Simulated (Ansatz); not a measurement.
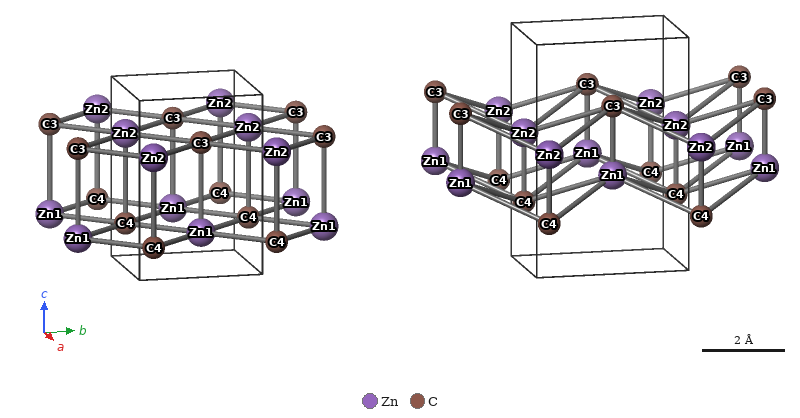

Two geometries of crystalline ZnC (a generated structure, set up in Pmmn) (coarse preliminary run), drawn at one scale. One is the start of a relaxation, the other its converged end. A ball-and-stick model of the cell of the calculation, seen slightly off an axis.

All numbers below come from DFT PBE, scalar-relativistic, plane waves, PAW in Ansatz 0.2.0. Set-up: plane-wave cutoff 420 eV; k-point mesh 6 × 4 × 4; occupations gaussian; smearing width 0.1 eV; no spin polarisation; cell and atoms relaxed; force threshold 0.04 eV/Å; at most 70 steps.

Q: Which one is relaxed?

A: The left one is the relaxed one. The largest moves relative to the cell, 0.79 Å, are those of Zn1 and Zn2. Zn2 goes along +c. By element the largest moves are Zn 0.79 Å, C 0.13 Å. The volume changes by −30.3 %, with a 2.690 → 3.003 Å (+11.6 %), b 3.858 → 3.121 Å (−19.1 %), c 5.876 → 4.533 Å (−22.9 %). Near-neighbour distances that change, for instance: Zn1–C3 4.135 → 2.266 Å, Zn1–C3 (another image) 1.741 → 2.266 Å, Zn1–C4 2.501 → 2.166 Å. New bonds form: Zn1–C3 (4.14 → 2.27 Å), Zn2–C4 (4.14 → 2.27 Å). The space group (tolerance 0.01 Å) goes from Pmmn (No. 59) to Immm (No. 71). The energy falls by 1143 meV per atom in 14 accepted moves (17 points after the start). Largest force component: 6.6 eV/Å at the start, 0.00052 eV/Å at the end. Pressure: 13.57 GPa at the start and 0.07 GPa at the end. The line search rejected the trial step at point 12 of the run. At 2 points the geometry stayed and the basis and grid were re-selected for the new cell (energy shift of 0.2 meV per atom at most each time). Cost: 65 s on 1 thread of Arm Neoverse V1, on a shared host, peak memory 0.4 GiB.

Limits of the set-up: the k-point mesh is coarse for a cell with partly filled bands.
